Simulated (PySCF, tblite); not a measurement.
# C6H11FOSi: geometry, infrared bands and NMR shifts

Wanted: the infrared bands and NMR shifts of C6H11FOSi (`CO[SiH2]/C=C/C=C(\C)F`), by calculation.

The runs use tblite 0.8.0 and PySCF 2.14.0, with density-fitted response routines of our own; the level of theory stands in each step. All values are computed, except where a source is named. Atoms count from 0, in the outputs and in this text.

### 1 Starting geometry

20 atoms, charge 0, multiplicity 1; geometry from: force field or distance geometry start.

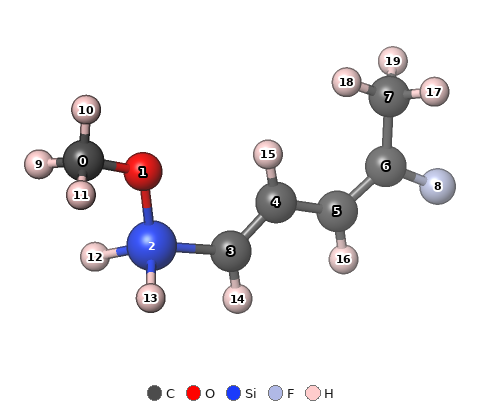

As it starts; carbon dark grey, oxygen red, silicon blue, fluorine light blue, hydrogen pink, atoms numbered.

### 2 Optimising the geometry with GFN2-xTB

The job: settings as JSON, then the geometry in Å.

```
{"job": {"kind": "relax", "xc": "GFN2-xTB", "basis": "xTB"}, "charge": 0, "multiplicity": 1}
C      3.705000     0.891000     0.907700
O      2.348900     0.519900     0.643500
Si     2.083000    -0.981900    -0.023800
C      0.287500    -1.298000    -0.297200
C     -0.717300    -0.470700     0.024100
C     -2.107300    -0.805100    -0.225100
C     -3.177300    -0.043700     0.039500
C     -3.204100     1.324600     0.651200
F     -4.375700    -0.590000    -0.273400
H      4.168800     0.211900     1.627500
H      3.686200     1.892900     1.350000
H      4.276300     0.937300    -0.016300
H      2.638500    -2.016500     0.871500
H      2.790400    -1.049800    -1.327000
H      0.091000    -2.267200    -0.729400
H     -0.494800     0.500300     0.472600
H     -2.292500    -1.776700    -0.664100
H     -3.694300     2.009500    -0.047000
H     -2.224100     1.723000     0.894500
H     -3.793400     1.300100     1.575800
```

Started as:

```
> OMP_NUM_THREADS=1 python probes_run.py task.json out
```

This one command runs all jobs of the session in turn.

Output:

```text
step      E/eV     max force
  0    -788.43189    1.146
  1    -788.48903    0.592
  2    -788.51278    0.409
  3    -788.52505    0.344
  4    -788.53501    0.165
  5    -788.53948    0.151
  6    -788.54350    0.159
  7    -788.54674    0.169
  8    -788.54940    0.143
  9    -788.55184    0.117
 10    -788.55438    0.168
 11    -788.55705    0.168
 12    -788.55983    0.134
 13    -788.56227    0.108
 14    -788.56432    0.104
 15    -788.56643    0.146
 16    -788.56879    0.129
 17    -788.57109    0.120
 18    -788.57306    0.107
 19    -788.57471    0.088
 20    -788.57626    0.102
 21    -788.57776    0.085
 22    -788.57903    0.085
 23    -788.58006    0.082
 24    -788.58106    0.071
 25    -788.58208    0.093
 26    -788.58300    0.088
 27    -788.58368    0.063
 28    -788.58416    0.044
 29    -788.58459    0.050
 30    -788.58506    0.054
 31    -788.58553    0.055
 32    -788.58596    0.050
 33    -788.58638    0.049
 34    -788.58684    0.060
 35    -788.58736    0.057
 36    -788.58784    0.043
 37    -788.58826    0.057
 38    -788.58874    0.064
 39    -788.58947    0.067
 40    -788.59055    0.084
 41    -788.59176    0.077
 42    -788.59277    0.064
 43    -788.59352    0.066
 44    -788.59418    0.073
 45    -788.59496    0.081
 46    -788.59562    0.054
 47    -788.59603    0.048
 48    -788.59639    0.056
 49    -788.59694    0.065
 50    -788.59788    0.103
 51    -788.59920    0.114
 52    -788.60055    0.098
 53    -788.60171    0.098
 54    -788.60286    0.084
 55    -788.60411    0.086
 56    -788.60519    0.081
 57    -788.60581    0.045
 58    -788.60607    0.033
 59    -788.60621    0.035
 60    -788.60635    0.031
 61    -788.60649    0.020
 62    -788.60656    0.013
 63    -788.60659    0.013
 64    -788.60662    0.012
 65    -788.60663    0.009
```

It took 0.97 s on 1 thread of Arm Neoverse N1, shared host; peak memory 0.18 GiB.

The steps of the relaxation: (not every step is listed)

```csv
step,energy from step 0 (eV),largest force (eV/Å)
0,0.0000,1.1461
1,-0.0571,0.5917
2,-0.0809,0.4093
3,-0.0932,0.3444
4,-0.1031,0.1651
5,-0.1076,0.1511
6,-0.1116,0.1586
7,-0.1149,0.1691
8,-0.1175,0.1435
13,-0.1304,0.1079
18,-0.1412,0.1069
23,-0.1482,0.0824
28,-0.1523,0.0440
33,-0.1545,0.0489
38,-0.1569,0.0640
43,-0.1616,0.0665
48,-0.1645,0.0562
53,-0.1698,0.0979
58,-0.1742,0.0331
60,-0.1745,0.0305
61,-0.1746,0.0201
62,-0.1747,0.0133
63,-0.1747,0.0133
64,-0.1747,0.0119
65,-0.1747,0.0091
```

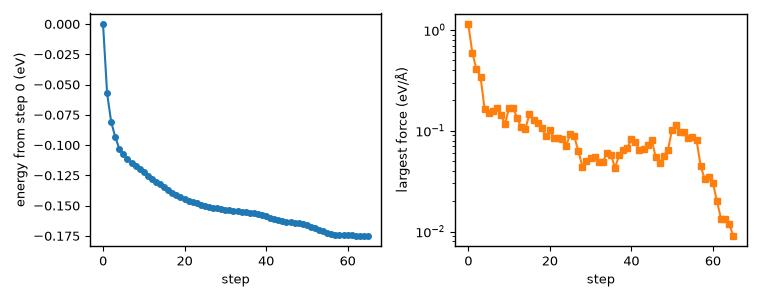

Energy and force, step by step.

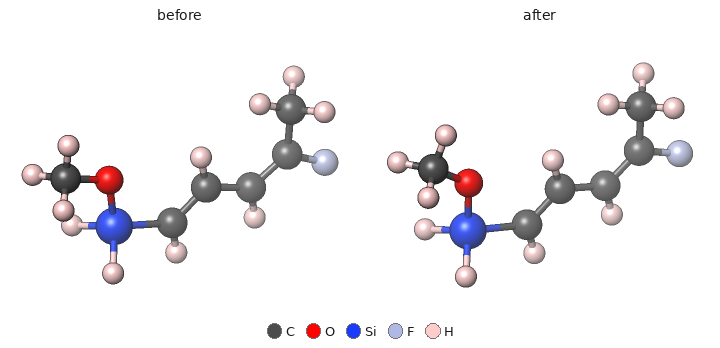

The geometry before (left) and after (right).

Distances of close pairs at the start and the end, largest changes first:

```csv
bond,before (Å),after (Å),change (Å)
O1–Si2,1.665,1.625,-0.040
C0–O1,1.431,1.393,-0.038
Si2–C3,1.843,1.869,+0.025
Si2–H13,1.484,1.470,-0.014
C6–C7,1.499,1.487,-0.013
C4–H15,1.092,1.080,-0.012
C4–C5,1.451,1.440,-0.011
C6–F8,1.354,1.361,+0.007
```

The end geometry stands in the next job.

### 3 Vibrational analysis with GFN2-xTB

The job: settings as JSON, then the geometry in Å.

```
{"job": {"kind": "ir", "xc": "GFN2-xTB", "basis": "xTB"}, "charge": 0, "multiplicity": 1}
C      3.365824     1.016550     0.941921
O      2.229710     0.308849     0.556246
Si     2.154829    -1.173342    -0.105344
C      0.320343    -1.438608    -0.342852
C     -0.639945    -0.565673    -0.022055
C     -2.044404    -0.812243    -0.223942
C     -3.035431     0.025672     0.084129
C     -3.002812     1.382022     0.691620
F     -4.307352    -0.379944    -0.180121
H      3.922419     0.474108     1.710296
H      3.046622     1.979310     1.344056
H      4.028986     1.186282     0.089972
H      2.743551    -2.178454     0.791565
H      2.883358    -1.216418    -1.381650
H      0.028764    -2.385497    -0.779347
H     -0.355146     0.380604     0.413745
H     -2.311505    -1.763928    -0.664817
H     -3.471999     2.096596     0.014762
H     -1.985528     1.694665     0.896788
H     -3.575430     1.380127     1.619568
```

Output:

```text
mode    cm-1     km/mol
  1      36.1      1.89
  2      58.2      0.04
  3      68.1      0.27
  4      77.6      0.33
  5      96.3      0.44
  6     109.6      3.56
  7     142.5      0.13
  8     144.8      1.05
  9     224.7      2.17
 10     303.5      0.57
 11     304.1      0.55
 12     341.2     20.94
 13     443.5      0.94
 14     446.6      7.67
 15     509.8      5.60
 16     523.3    112.02
 17     599.7     44.17
 18     714.4    212.35
 19     747.0      9.18
 20     758.7    109.25
 21     823.8    270.09
 22     845.4     91.91
 23     866.5     16.00
 24     884.4    165.49
 25    1002.1      9.30
 26    1012.5     27.83
 27    1036.9      0.72
 28    1131.8    144.17
 29    1134.5      2.05
 30    1139.9     39.47
 31    1157.6    166.86
 32    1166.6     68.66
 33    1214.6     57.41
 34    1295.5     11.73
 35    1330.0     15.24
 36    1393.0     26.47
 37    1421.1      0.34
 38    1447.4      4.99
 39    1463.2     22.08
 40    1484.7      4.75
 41    1491.2      2.45
 42    1631.4     88.41
 43    1692.8    160.75
 44    2169.7    443.05
 45    2211.4    225.89
 46    2944.9     42.16
 47    2958.7     55.11
 48    2986.2     29.36
 49    2997.8     11.77
 50    3014.4     21.05
 51    3044.6     43.35
 52    3067.5      5.07
 53    3080.4      8.89
 54    3086.3     59.48
```

It took 1.5 s on 1 thread of Arm Neoverse N1, shared host; peak memory 0.18 GiB.

Which atoms move in the most intense modes:

```csv
cm⁻¹,km/mol,atoms
714,212.3,"H13 27 %, H12 27 %, C3 15 %, Si2 10 %"
824,270.1,"H13 47 %, H12 47 %"
884,165.5,"C7 18 %, C3 13 %, F8 13 %, C5 12 %"
1132,144.2,"H16 28 %, C6 20 %, H14 12 %"
1158,166.9,"O1 36 %, C0 24 %, H10 22 %"
1693,160.8,"C6 52 %, C5 42 %"
2170,443.1,"H13 49 %, H12 47 %"
2211,225.9,"H12 50 %, H13 48 %"
```

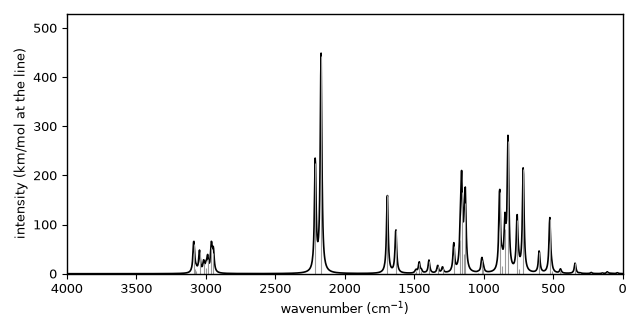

The infrared spectrum from these modes, unscaled. Lines are broadened to a width of 14 cm⁻¹ (Lorentzian).

### 4 NMR shieldings: PBE0/pcSseg-1

Settings changed since step 3:

```diff
@@ -1,2 +1,2 @@
-{"job": {"kind": "ir", "xc": "GFN2-xTB", "basis": "xTB"}, "charge": 0, "multiplicity": 1}
+{"job": {"kind": "nmr", "xc": "PBE0", "basis": "pcSseg-1"}, "charge": 0, "multiplicity": 1}
 C      3.365824     1.016550     0.941921
```

With the program's defaults for keys left out, this is: GIAO PBE0/pcSseg-1 NMR shielding, non-relativistic, gas phase.

Output:

```text
coarse grid: 17136 points
cycle   1  E = -698.9632879038  dE =  1.106e+00  |g| = 8.355e-01  |ddm| = 4.012e+00
cycle   2  E = -698.7722177178  dE =  1.911e-01  |g| = 1.291e+00  |ddm| = 1.818e+00
cycle   3  E = -699.0953170969  dE = -3.231e-01  |g| = 1.314e-01  |ddm| = 1.264e+00
cycle   4  E = -699.0988337845  dE = -3.517e-03  |g| = 5.716e-02  |ddm| = 1.709e-01
cycle   5  E = -699.0994892073  dE = -6.554e-04  |g| = 2.383e-02  |ddm| = 6.761e-02
cycle   6  E = -699.0996198982  dE = -1.307e-04  |g| = 4.923e-03  |ddm| = 2.302e-02
cycle   7  E = -699.0996253412  dE = -5.443e-06  |g| = 1.359e-03  |ddm| = 4.486e-03
final grid: 161080 points
cycle   8  E = -699.1700856515  dE = -3.927e-05  |g| = 1.114e-02  |ddm| = 3.288e-02
cycle   9  E = -699.1700676100  dE =  1.804e-05  |g| = 1.517e-02  |ddm| = 1.781e-02
cycle  10  E = -699.1701105937  dE = -4.298e-05  |g| = 1.665e-03  |ddm| = 1.096e-02
cycle  11  E = -699.1701111408  dE = -5.471e-07  |g| = 1.963e-04  |ddm| = 1.567e-03
cycle  12  E = -699.1701111465  dE = -5.687e-09  |g| = 1.139e-04  |ddm| = 2.487e-04
cycle  13  E = -699.1701111493  dE = -2.831e-09  |g| = 3.873e-05  |ddm| = 1.170e-04
cycle  14  E = -699.1701111497  dE = -3.652e-10  |g| = 9.229e-06  |ddm| = 4.032e-05
converged SCF energy = -699.1701111497

GIAO shielding tensors (ppm)
atom      isotropic    diamagn.    paramagn.     s11        s22        s33       span
  0 C      132.679     237.213    -104.533    105.746    107.000    185.293     79.547
  1 O      349.113     404.935     -55.823    304.116    369.748    373.475     69.359
  2 Si     378.789     882.815    -504.026    336.105    346.572    453.691    117.585
  3 C       59.198     260.696    -201.497    -34.594     54.421    157.767    192.361
  4 C       38.392     258.502    -220.111    -82.719     31.411    166.484    249.203
  5 C       68.041     257.865    -189.824    -14.218     83.494    134.846    149.064
  6 C       13.180     256.694    -243.514    -76.686     50.129     66.097    142.783
  7 C      169.898     251.683     -81.786    157.926    164.958    186.809     28.883
  8 F      258.006     476.018    -218.011    161.787    287.158    325.075    163.287
  9 H       27.897      26.109       1.788     23.888     25.427     34.377     10.489
 10 H       27.627      28.172      -0.544     23.091     25.844     33.947     10.856
 11 H       27.901      26.534       1.367     23.892     25.432     34.378     10.486
 12 H       26.569      29.912      -3.343     23.739     24.607     31.362      7.623
 13 H       26.568      30.244      -3.676     23.743     24.607     31.353      7.610
 14 H       26.285      33.439      -7.153     24.569     25.348     28.938      4.369
 15 H       24.724      37.514     -12.791     21.125     21.373     31.673     10.548
 16 H       25.596      31.340      -5.744     23.287     23.740     29.760      6.473
 17 H       29.627      27.810       1.817     25.957     27.188     35.737      9.780
 18 H       29.302      33.681      -4.379     24.226     29.307     34.372     10.147
 19 H       29.624      27.072       2.553     25.956     27.184     35.734      9.778
```

Wall time 78 s (1 thread of Arm Neoverse N1, shared host); peak memory 0.96 GiB.

The references, computed at this level on geometries of the same kind, shield at (ppm): ¹H TMS 31.72, ¹³C TMS 186.9, ²⁹Si TMS 349.2, ¹⁹F CFCl3 170.9, ¹⁷O H2O 336.1. Their shielding less the atom's gives the shift. The references are single molecules in the gas phase, so shifts against H2O, NH3, PH3, H3PO4 or CFCl3 are not on the usual liquid scales and can be off by tens of ppm. Atoms listed in one row are averaged.

```csv
atoms,environment,σ (ppm),δ (ppm),δ scaled to CDCl3
C6,fully substituted alkene carbon,13.2,173.7,167.7
C4,alkene CH,38.4,148.5,143.1
C3,alkene CH,59.2,127.7,122.7
C5,alkene CH,68.0,118.9,114.1
C0,methyl carbon bonded to O,132.7,54.2,51.0
C7,allylic methyl carbon,169.9,17.0,14.7
H15,hydrogen on an alkene CH,24.72,6.99,6.70
H16,hydrogen on an alkene CH,25.60,6.12,5.88
H14,hydrogen on an alkene CH,26.29,5.43,5.23
"H12, H13","hydrogen on a silicon bonded to C, O",26.57,5.15,–
"H9, H10, H11",hydrogen on a methyl carbon bonded to O,27.81,3.91,3.79
"H17, H18, H19",hydrogen on an allylic methyl carbon,29.52,2.20,2.18
O1,"oxygen bonded to C, Si",349.1,-13.0,–
Si2,"silicon bonded to C, O, 2 H",378.8,-29.6,–
F8,vinylic fluorine,258.0,-87.1,–
```

The scaled column applies a straight-line fit of computed shieldings to shifts measured in CDCl3, and one for carbons that bear F (root-mean-square error 0.16 ppm for H, 1.9 ppm for C).

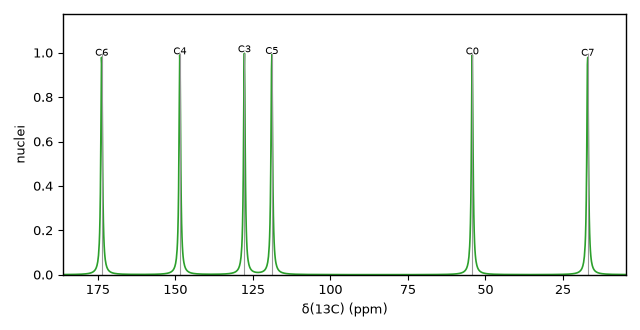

¹³C lines at the computed shifts, without couplings. Lines are broadened to a width of 0.63 ppm (Lorentzian).

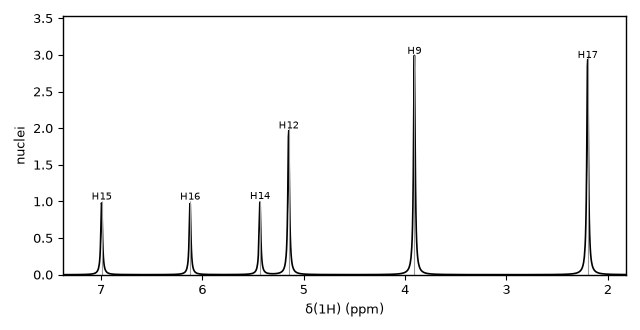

¹H lines at the computed shifts, without couplings. Lines are broadened to a width of 0.02 ppm (Lorentzian).

Charges from the same density, by scheme (e):

```csv
atoms,Mulliken,IAO,Hirshfeld,ESP fit
C0,0.00,-0.20,-0.03,-0.26
O1,-0.65,-0.64,-0.22,-0.29
Si2,0.88,1.01,0.39,0.60
C3,-0.43,-0.46,-0.15,-0.52
C4,-0.10,-0.11,-0.04,0.17
C5,-0.15,-0.21,-0.08,-0.56
C6,0.17,0.31,0.10,0.50
C7,-0.23,-0.45,-0.12,-0.56
F8,-0.29,-0.28,-0.09,-0.23
```

Mulliken charges:

C0 0.00; O1 -0.65; Si2 0.88; C3 -0.43; C4 -0.10; C5 -0.15; C6 0.17; C7 -0.23; F8 -0.29; H9 0.10; H10 0.11; H11 0.10; H12 -0.13; H13 -0.13; H14 0.11; H15 0.11; H16 0.11; H17 0.14; H18 0.14; H19 0.14

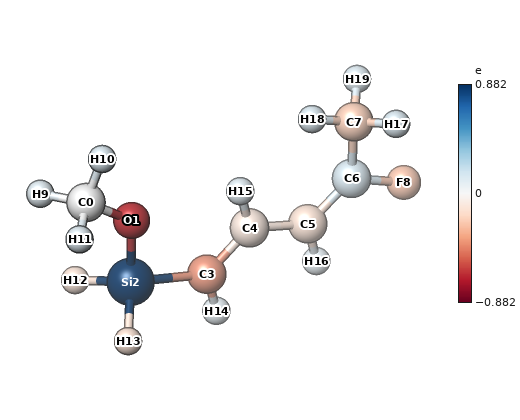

Mulliken charges, as colours on the atoms.

Mayer bond orders: C0–O1 0.90, O1–Si2 0.96, Si2–C3 0.92, C3–C4 1.83, C4–C5 1.08, C5–C6 1.79, C6–C7 1.08, C6–F8 0.89.

### 5 Results

| quantity | value |
| --- | --- |
| strongest single infrared mode (GFN2-xTB) | 2170 cm⁻¹, 443 km/mol |
| zero-point energy (GFN2-xTB) | 94.8 kcal/mol |
| ¹³C shifts against TMS (PBE0/pcSseg-1) | 173.7, 148.5, 127.7, 118.9, 54.2, 17.0 ppm |
| ¹H shifts against TMS (PBE0/pcSseg-1, means over atoms taken as alike) | 6.99, 6.12, 5.43, 5.15, 3.91, 2.20 ppm |
| ¹⁷O shifts against H2O (PBE0/pcSseg-1) | -13.0 ppm |
| ²⁹Si shifts against TMS (PBE0/pcSseg-1) | -29.6 ppm |
| ¹⁹F shifts against CFCl3 (PBE0/pcSseg-1) | -87.1 ppm |

Relaxing lowered the energy by 0.175 eV in 65 steps; the close pair that moved most is O1–Si2, from 1.665 to 1.625 Å. No mode is imaginary among the 54: a minimum at this level. The strongest single mode, at 2170 cm⁻¹, moves mainly H13 and H12. Unscaled tight-binding wavenumbers are off by several per cent, some by more. Its intensities can rank the bands wrongly. At PBE0/pcSseg-1: Shielding is most anisotropic at C4 (span 249 ppm, paramagnetic term -220 ppm).
